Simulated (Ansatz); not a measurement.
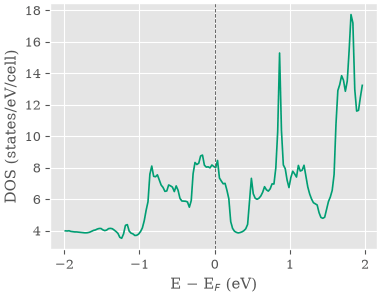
Fig. 1. Density of states of Sc2Cu2In (P4/mbm) near the Fermi level, PBEsol, rigid bands (Ansatz, a first-principles code).

Question: With 10 atoms a cell, what bare Sommerfeld coefficient γ = (π²/3) k_B² N(E_F) follows?

Answer: N(E_F) ≈ 8.0 states/eV a cell at 300 K, so γ ≈ 1.89 mJ/(mol of atoms·K²), before electron-phonon enhancement.

Question: How far does the Fermi level move in a rigid band for 0.1 electron a cell added or removed?

Answer: 12 meV and -12 meV.

A metal at this level (no band gap); rigid bands, thermally averaged at 300 K, both spins. Spin-orbit coupling is left out. Geometry: cell and atoms relaxed with PBEsol.

Computed structure, not matched to a measured one here, so possibly hypothetical: Sc2Cu2In (P4/mbm).
